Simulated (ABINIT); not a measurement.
## How the form of the self-energy moves the gap of CsPbCl3 (Pm-3m)

Aim: compare treatments of exchange, screening and correlation for the gap of CsPbCl3 (Pm-3m).

Main program and level: ABINIT 10.8.3; PBE and many-body steps on it, plane waves.

### Step 1. The structure

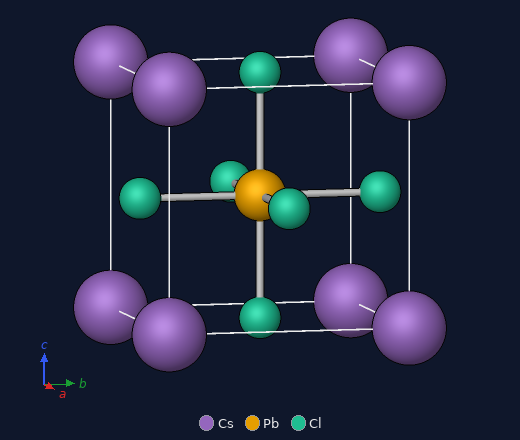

The cell as given, slightly off an axis (caesium purple, lead orange, chlorine teal). Some periodic images of atoms are drawn too.

The cell and positions come from the Crystallography Open Database and are kept as given unless a step says otherwise. Spin-orbit coupling is left out unless a step names it.

### Step 2. Empty states on the mesh, 2×2×2 mesh, 292 bands

This step: ABINIT 10.8.3; DFT, PBE, plane waves, norm-conserving pseudopotentials.

The sums over transitions need many empty states on a uniform mesh; this step solves for them.

Input file run.abi:

```
acell 3*1.0 Angstrom
rprim 
  5.605000000000 0.000000000000 0.000000000000
  0.000000000000 5.605000000000 0.000000000000
  0.000000000000 0.000000000000 5.605000000000
ntypat 3
znucl 55 82 17
natom 5
typat 1 2 3 3 3
xred 
  0.000000000000 0.000000000000 0.000000000000
  0.500000000000 0.500000000000 0.500000000000
  0.500000000000 0.500000000000 0.000000000000
  0.000000000000 0.500000000000 0.500000000000
  0.500000000000 0.000000000000 0.500000000000
pp_dirpath "pseudos"
pseudos "Cs.upf, Pb.upf, Cl.upf"
ecut 25
ngkpt 2 2 2
nshiftk 1
shiftk 0 0 0
kptopt 1
chksymbreak 0
iscf -2
irdden 1
istwfk *1
nband 292
nbdbuf 26
tolwfr 1e-09
nstep 60
prtvol 0
indata_prefix "in"
outdata_prefix "out"
tmpdata_prefix "tmp"
```

Run with:

```sh
$ OMP_NUM_THREADS=1 mpirun -n 8 abinit run.abi > log
```

Numbers of over 12 decimals in the logs are rounded to 6 here.

Log:

```text
.Version 10.8.3 of ABINIT. v10.8.2 released Aug 2026.

 Symmetries : space group Pm -3 m (#221); Bravais cP (primitive cubic)
[... echo of the input left out ...]
== DATASET  1 ==================================================================
-   mpi_nproc: 8, omp_nthreads: 1 (-1 if OMP is not activated)
-    --> not optimal distribution: autoparal keyword recommended in input file <--

--- !DatasetInfo
iteration_state: {dtset: 1, }
dimensions: {natom: 5, nkpt: 4, mband: 292, nsppol: 1, nspinor: 1, nspden: 1, mpw: 7123, }
cutoff_energies: {ecut:  25.0, pawecutdg:  -1.0, }
[...]
2.58694    2.58695    2.61413    2.61414    2.61415    2.63676    2.63678    2.63686
   2.64063    2.67509    2.67666    2.67780    2.68891    2.68906    2.69048    2.69878
   2.69889    2.69898    2.70028    2.70806
 prteigrs : prtvol=0 or 1, do not print more k-points.

== END DATASET(S) ==============================================================
================================================================================

 -outvars: echo values of variables after computation  --------
            nband         292
             nkpt           4
          spgroup         221
 [... the other variables as echoed above ...]

 Calculation completed.
```

The job ended after 2.2 min (8 MPI ranks of Intel Xeon 6975P-C (Granite Rapids), shared host; peak memory 0.84 GiB).

This step gave:

- gap: 1.933 eV
- k of the valence top: 0.5, 0.5, 0.5
- k of the conduction bottom: 0.5, 0.5, 0.5
- least direct gap: 1.933 eV
- k points computed: 4
- lowest point of the top converged band, above the valence top: 65.1620 eV

On this mesh the gap is 1.933 eV.

The density comes from a self-consistent run that is not shown.

### Step 3. Screening, 2×2×2 mesh, 266 bands, screening to 152.4 eV

The RPA dielectric matrix is built and inverted for each q.

This step: RPA screening on PBE, plane waves, norm-conserving pseudopotentials.

run.abi: that of step 2 with these lines changed.

```diff
@@ -23,10 +23,11 @@
 chksymbreak 0
-iscf -2
-irdden 1
 istwfk *1
-nband 292
-nbdbuf 26
-tolwfr 1e-09
-nstep 60
-prtvol 0
+occopt 1
+irdwfk 1
+optdriver 3
+nband 266
+ecuteps 5.6
+inclvkb 2
+awtr 1
+symchi 1
 indata_prefix "in"
```

Log:

```text
.Version 10.8.3 of ABINIT. v10.8.2 released Aug 2026.

 Symmetries : space group Pm -3 m (#221); Bravais cP (primitive cubic)
[... echo of the input left out ...]
== DATASET  1 ==================================================================
-   mpi_nproc: 8, omp_nthreads: 1 (-1 if OMP is not activated)

--- !DatasetInfo
iteration_state: {dtset: 1, }
dimensions: {natom: 5, nkpt: 4, mband: 266, nsppol: 1, nspinor: 1, nspden: 1, mpw: 7123, }
cutoff_energies: {ecut:  25.0, pawecutdg:  -1.0, }
electrons: {nelect:   4.40000000E+01, charge:   0.00000000E+00, occopt:   1.00000000E+00, tsmear:   1.00000000E-02, }

 SCREENING: Calculation of the susceptibility and dielectric matrices

 Based on a program developped by R.W. Godby, V. Olevano, G. Onida, and L. Reining.
 Incorporated in ABINIT by V. Olevano, G.-M. Rignanese, and M. Torrent.
.Using double precision arithmetic ; gwpc =  8

[... cell and pseudopotentials left out ...]
--------------------------------------------------------------------------------

 ==== K-mesh for the wavefunctions ====
 Number of points in the irreducible wedge :     4
[... list of points left out ...]
 Together with 48 symmetry operations and time-reversal symmetry
 yields     8 points in the full Brillouin Zone.

 ==== Q-mesh for the screening function ====
 Number of points in the irreducible wedge :     4
[... list of points left out ...]
 Together with 48 symmetry operations and time-reversal symmetry
 yields     8 points in the full Brillouin Zone.

 setmesh: FFT mesh size selected  =    36x   36x   36
          total number of points  =        46656

 vcoul_init : cutoff-mode = AUXILIARY_FUNCTION
 q-points for optical limit:   1
     1)      0.000010    0.000020    0.000030

- screening: taking advantage of time-reversal symmetry
- Maximum band index for partially occupied states nbvw = 22
- Remaining bands to be divided among processors   nbcw = 244
- Number of bands treated by each node ~30

 Number of electrons calculated from density =   44.0000; Expected =   44.0000
 average of density, n =  0.037028
 r_s =    1.8612
 omega_plasma =   18.5618 [eV]

 calculating chi0 at frequencies [eV] :
  1    0.000000E+00    0.000000E+00
  2    0.000000E+00    1.856181E+01

--------------------------------------------------------------------------------
  q-point number  1        q = ( 0.000000, 0.000000, 0.000000) [r.l.u.]
--------------------------------------------------------------------------------
[... chi0 elements left out ...]
 For q-point:  0.000010 0.000020 0.000030
  dielectric constant =   7.1913
  dielectric constant without local fields =   8.2864

  Average fulfillment of the sum rule on Im[epsilon] for q-point    1 :     84.86  [%]
[... wings left out ...]
  q-point number  2        q = ( 0.500000, 0.000000, 0.000000) [r.l.u.]
--------------------------------------------------------------------------------
[... chi0 elements left out ...]
  Average fulfillment of the sum rule on Im[epsilon] for q-point    2 :     92.11  [%]

 [... 2 further q-points ...]
```

Elapsed: 70 s, on 8 MPI ranks; peak memory 2.7 GiB; 9.3 min of CPU time.

Numbers from this step:

```
ε∞ with local fields, on this mesh, along the program's q direction : 7.191
the same without local fields                                       : 8.286
plasma frequency                                                    : 18.56 eV
plane waves in the screening matrix                                 : 739
```

Local fields lower ε∞ by 13 %. On a Γ-centred mesh this coarse the value itself is usually too large, while a short band sum pulls it down.

### Step 4. G0W0, Godby-Needs plasmon pole

The self-energy is evaluated for the states that the input lists, and the levels follow from it, in one-shot runs by the linearised quasiparticle equation.

This step: G0W0 on PBE, plane waves, norm-conserving pseudopotentials.

run.abi: that of step 3 with these lines changed.

```diff
@@ -26,8 +26,17 @@
 irdwfk 1
-optdriver 3
+optdriver 4
 nband 266
+gwcalctyp 0
+ecutsigx 25
+symsigma 1
+nkptgw 2
+kptgw 
+  0.5000000000 0.5000000000 0.5000000000
+  0.0000000000 0.0000000000 0.0000000000
+bdgw 
+  19 25
+  20 25
 ecuteps 5.6
-inclvkb 2
-awtr 1
-symchi 1
+irdscr 1
+ppmodel 1
 indata_prefix "in"
```

Log:

```text
.Version 10.8.3 of ABINIT. v10.8.2 released Aug 2026.

 Symmetries : space group Pm -3 m (#221); Bravais cP (primitive cubic)
[... echo of the input left out ...]
== DATASET  1 ==================================================================
-   mpi_nproc: 8, omp_nthreads: 1 (-1 if OMP is not activated)

--- !DatasetInfo
iteration_state: {dtset: 1, }
dimensions: {natom: 5, nkpt: 4, mband: 266, nsppol: 1, nspinor: 1, nspden: 1, mpw: 7123, }
cutoff_energies: {ecut:  25.0, pawecutdg:  -1.0, }
electrons: {nelect:   4.40000000E+01, charge:   0.00000000E+00, occopt:   1.00000000E+00, tsmear:   1.00000000E-02, }

 SIGMA: Calculation of the GW corrections

 Based on a program developped by R.W. Godby, V. Olevano, G. Onida, and L. Reining.
 Incorporated in ABINIT by V. Olevano, G.-M. Rignanese, and M. Torrent.
.Using double precision arithmetic ; gwpc =  8

[... cell and pseudopotentials left out ...]
--------------------------------------------------------------------------------

 ==== K-mesh for the wavefunctions ====
 Number of points in the irreducible wedge :     4
[... list of points left out ...]
 Together with 48 symmetry operations and time-reversal symmetry
 yields     8 points in the full Brillouin Zone.

 ==== Q-mesh for screening function ====
 Number of points in the irreducible wedge :     4
[... list of points left out ...]
 Together with 48 symmetry operations and time-reversal symmetry
 yields     8 points in the full Brillouin Zone.

 vcoul_init : cutoff-mode = AUXILIARY_FUNCTION
 q-points for optical limit:   1
     1)      0.000010    0.000020    0.000030
 setmesh: FFT mesh size selected  =    48x   48x   48
          total number of points  =       110592

 Number of electrons calculated from density =   44.0000; Expected =   44.0000
 average of density, n =  0.037028
 r_s =    1.8612
 omega_plasma =   18.5618 [eV]

 === KS Band Gaps ===
  >>>> For spin  1
   Minimum direct gap =   1.9335 [eV], located at k-point      :   0.5000  0.5000  0.5000
   Fundamental gap    =   1.9335 [eV], Top of valence bands at :   0.5000  0.5000  0.5000
                                       Bottom of conduction at :   0.5000  0.5000  0.5000
 SIGMA fundamental parameters:
 PLASMON POLE MODEL  1
 number of plane-waves for SigmaX                 7123
 number of plane-waves for SigmaC and W            739
 number of plane-waves for wavefunctions          7123
 number of bands                                   266
 number of independent spin polarizations            1
 number of spinorial components                      1
 number of k-points in IBZ                           4
 number of q-points in IBZ                           4
 number of symmetry operations                      48
 number of k-points in BZ                            8
 number of q-points in BZ                            8
 number of frequencies for dSigma/dE                 9
 frequency step for dSigma/dE [eV]                0.25
 number of omega for Sigma on real axis              0
 max omega for Sigma on real axis  [eV]           0.00
 zcut for avoiding poles [eV]                     0.10

 EPSILON^-1 parameters (SCR file):
 dimension of the eps^-1 matrix on file            739
 dimension of the eps^-1 matrix used               739
 number of plane-waves for wavefunctions          7123
 number of bands                                   266
 number of q-points in IBZ                           4
 number of frequencies                               2
 number of real frequencies                          1
 number of imag frequencies                          1

 matrix elements of self-energy operator (all in [eV])

 Perturbative Calculation

--- !SelfEnergy_ee
iteration_state: {dtset: 1, }
kpoint     : [   0.500,    0.500,    0.500, ]
spin       : 1
KS_gap     :    1.933
QP_gap     :    3.166
Delta_QP_KS:    1.232
data: !SigmaeeData |
     Band     E0 <VxcDFT>   SigX SigC(E0)      Z dSigC/dE  Sig(E)    E-E0       E
       19  -0.178 -14.256 -18.504   2.861   0.769  -0.300 -15.324  -1.067  -1.245
       20  -0.178 -14.256 -18.504   2.861   0.769  -0.300 -15.324  -1.067  -1.245
       21  -0.178 -14.256 -18.504   2.861   0.769  -0.300 -15.324  -1.067  -1.245
       22   2.026 -15.396 -17.861   1.417   0.788  -0.269 -16.222  -0.826   1.199
       23   3.959  -9.887  -6.509  -2.882   0.818  -0.222  -9.481   0.406   4.365
       24   3.959  -9.887  -6.509  -2.882   0.818  -0.222  -9.481   0.406   4.365
[...]
--- !SelfEnergy_ee
iteration_state: {dtset: 1, }
kpoint     : [   0.000,    0.000,    0.000, ]
spin       : 1
KS_gap     :    5.875
QP_gap     :    7.186
Delta_QP_KS:    1.311
data: !SigmaeeData |
     Band     E0 <VxcDFT>   SigX SigC(E0)      Z dSigC/dE  Sig(E)    E-E0       E
[...]
23   5.379  -6.339  -2.683  -3.364   0.840  -0.190  -6.094   0.245   5.624
       24   6.319  -6.633  -2.877  -3.260   0.841  -0.189  -6.216   0.416   6.735
       25   6.319  -6.633  -2.877  -3.260   0.841  -0.189  -6.216   0.416   6.735

== END DATASET(S) ==============================================================
================================================================================

 -outvars: echo values of variables after computation  --------
           etotal      0.0000000000E+00
            nband         266
             nkpt           4
          spgroup         221
 [... the other variables as echoed above ...]

 Calculation completed.
```

It took 73 s on 8 MPI ranks; peak memory 3.1 GiB; 9.7 min of CPU time.

Numbers from this step:

- G0W0 gap on the points computed: 3.166 eV
- starting gap on the mesh: 1.933 eV
- k of the valence top: 0.5, 0.5, 0.5
- k of the conduction bottom: 0.5, 0.5, 0.5
- Z at the valence top: 0.788
- Z at the conduction bottom: 0.818
- least direct G0W0 gap on the computed points: 3.166 eV

The gap on the mesh goes from 1.93 eV to 3.17 eV, a correction of +1.23 eV.

### Step 5. G0W0, Hybertsen-Louie plasmon pole

run.abi: that of step 4 with these lines changed.

```diff
@@ -40,3 +40,3 @@
 irdscr 1
-ppmodel 1
+ppmodel 2
 indata_prefix "in"
```

Log:

```text
.Version 10.8.3 of ABINIT. v10.8.2 released Aug 2026.

 Symmetries : space group Pm -3 m (#221); Bravais cP (primitive cubic)
[... echo of the input left out ...]
== DATASET  1 ==================================================================
-   mpi_nproc: 8, omp_nthreads: 1 (-1 if OMP is not activated)

--- !DatasetInfo
iteration_state: {dtset: 1, }
dimensions: {natom: 5, nkpt: 4, mband: 266, nsppol: 1, nspinor: 1, nspden: 1, mpw: 7123, }
cutoff_energies: {ecut:  25.0, pawecutdg:  -1.0, }
electrons: {nelect:   4.40000000E+01, charge:   0.00000000E+00, occopt:   1.00000000E+00, tsmear:   1.00000000E-02, }

 SIGMA: Calculation of the GW corrections

 Based on a program developped by R.W. Godby, V. Olevano, G. Onida, and L. Reining.
 Incorporated in ABINIT by V. Olevano, G.-M. Rignanese, and M. Torrent.
.Using double precision arithmetic ; gwpc =  8

[... cell and pseudopotentials left out ...]
--------------------------------------------------------------------------------

 ==== K-mesh for the wavefunctions ====
 Number of points in the irreducible wedge :     4
[... list of points left out ...]
 Together with 48 symmetry operations and time-reversal symmetry
 yields     8 points in the full Brillouin Zone.

 ==== Q-mesh for screening function ====
 Number of points in the irreducible wedge :     4
[... list of points left out ...]
 Together with 48 symmetry operations and time-reversal symmetry
 yields     8 points in the full Brillouin Zone.

 vcoul_init : cutoff-mode = AUXILIARY_FUNCTION
 q-points for optical limit:   1
     1)      0.000010    0.000020    0.000030
 setmesh: FFT mesh size selected  =    48x   48x   48
          total number of points  =       110592

 Number of electrons calculated from density =   44.0000; Expected =   44.0000
[...]
number of omega for Sigma on real axis              0
 max omega for Sigma on real axis  [eV]           0.00
 zcut for avoiding poles [eV]                     0.10

 EPSILON^-1 parameters (SCR file):
 dimension of the eps^-1 matrix on file            739
 dimension of the eps^-1 matrix used               739
 number of plane-waves for wavefunctions          7123
 number of bands                                   266
 number of q-points in IBZ                           4
 number of frequencies                               2
 number of real frequencies                          1
 number of imag frequencies                          1

 matrix elements of self-energy operator (all in [eV])

 Perturbative Calculation

--- !SelfEnergy_ee
iteration_state: {dtset: 1, }
kpoint     : [   0.500,    0.500,    0.500, ]
spin       : 1
KS_gap     :    1.933
QP_gap     :    3.200
Delta_QP_KS:    1.267
data: !SigmaeeData |
     Band     E0 <VxcDFT>   SigX SigC(E0)      Z dSigC/dE  Sig(E)    E-E0       E
       19  -0.178 -14.256 -18.504   2.558   0.813  -0.230 -15.630  -1.374  -1.551
       20  -0.178 -14.256 -18.504   2.558   0.813  -0.230 -15.630  -1.374  -1.551
       21  -0.178 -14.256 -18.504   2.558   0.813  -0.230 -15.630  -1.374  -1.551
[...]
--- !SelfEnergy_ee
iteration_state: {dtset: 1, }
kpoint     : [   0.000,    0.000,    0.000, ]
spin       : 1
KS_gap     :    5.875
QP_gap     :    7.359
Delta_QP_KS:    1.484
data: !SigmaeeData |
     Band     E0 <VxcDFT>   SigX SigC(E0)      Z dSigC/dE  Sig(E)    E-E0       E
[...]
24   6.319  -6.633  -2.877  -3.434   0.868  -0.153  -6.354   0.279   6.598
       25   6.319  -6.633  -2.877  -3.434   0.868  -0.153  -6.354   0.279   6.598

== END DATASET(S) ==============================================================
================================================================================

 -outvars: echo values of variables after computation  --------
           etotal      0.0000000000E+00
            nband         266
             nkpt           4
          spgroup         221
 [... the other variables as echoed above ...]

 Calculation completed.
```

Wall time 78 s (8 MPI ranks); peak memory 2.9 GiB; 10 min of CPU time.

Numbers from this step:

| Quantity | Value |
| --- | --- |
| G0W0 gap on the points computed | 3.201 eV |
| starting gap on the mesh | 1.933 eV |
| k of the valence top | 0.5, 0.5, 0.5 |
| k of the conduction bottom | 0.5, 0.5, 0.5 |
| Z at the valence top | 0.826 |
| Z at the conduction bottom | 0.852 |
| least direct G0W0 gap on the computed points | 3.201 eV |

Against G0W0 in ABINIT (2×2×2 mesh, 266 bands, screening to 152.4 eV, Godby-Needs plasmon pole), the gap moves by +0.035 eV.

### Step 6. G0W0, von der Linden-Horsch plasmon pole

run.abi: that of step 5 with these lines changed.

```diff
@@ -40,3 +40,3 @@
 irdscr 1
-ppmodel 2
+ppmodel 3
 indata_prefix "in"
```

Log:

```text
.Version 10.8.3 of ABINIT. v10.8.2 released Aug 2026.

 Symmetries : space group Pm -3 m (#221); Bravais cP (primitive cubic)
[... echo of the input left out ...]
== DATASET  1 ==================================================================
-   mpi_nproc: 8, omp_nthreads: 1 (-1 if OMP is not activated)

--- !DatasetInfo
iteration_state: {dtset: 1, }
dimensions: {natom: 5, nkpt: 4, mband: 266, nsppol: 1, nspinor: 1, nspden: 1, mpw: 7123, }
cutoff_energies: {ecut:  25.0, pawecutdg:  -1.0, }
[...]
Band     E0 <VxcDFT>   SigX SigC(E0)      Z dSigC/dE  Sig(E)    E-E0       E
[...]
24   6.319  -6.633  -2.877  -3.521   0.889  -0.125  -6.424   0.209   6.528
       25   6.319  -6.633  -2.877  -3.521   0.889  -0.125  -6.424   0.209   6.528

== END DATASET(S) ==============================================================
================================================================================

 -outvars: echo values of variables after computation  --------
           etotal      0.0000000000E+00
            nband         266
             nkpt           4
          spgroup         221
 [... the other variables as echoed above ...]

 Calculation completed.
```

Elapsed: 37 s, on 8 MPI ranks; peak memory 2.5 GiB; 4.8 min of CPU time.

Numbers from this step:

```
G0W0 gap on the points computed              : 3.208 eV
starting gap on the mesh                     : 1.933 eV
k of the valence top                         : 0.5, 0.5, 0.5
k of the conduction bottom                   : 0.5, 0.5, 0.5
least direct G0W0 gap on the computed points : 3.208 eV
```

Against G0W0 in ABINIT (2×2×2 mesh, 266 bands, screening to 152.4 eV, Godby-Needs plasmon pole), the gap moves by +0.042 eV.

(Continued in part 2 of 3.)

[Paths, hosts, dates, memory and timing lines, banners, echoed tables and standing remarks are left out of the program output.]

[Logs are printed without paths, hosts, clocks, repeated set-up lines and the standing remarks that a program may print on its own settings, such as how far it seeks lower states.]

[Runs of the session that timed out or met a known fault of the program may be left out.]

[Hosts, paths, dates, database ids (printed as entryN), source tags and the programs' standing remarks are cut or masked in the printed files.]

[G0W0 gaps are taken among the corrected bands and points alone; a level outside them can change the order at an edge.]

[Where Ansatz stands beside ABINIT at settings called matched, ABINIT's density can come from a denser mesh and the files from another edition; pairs whose starting gaps differed by over 0.03 eV were left out, so agreement reads better than it is.]
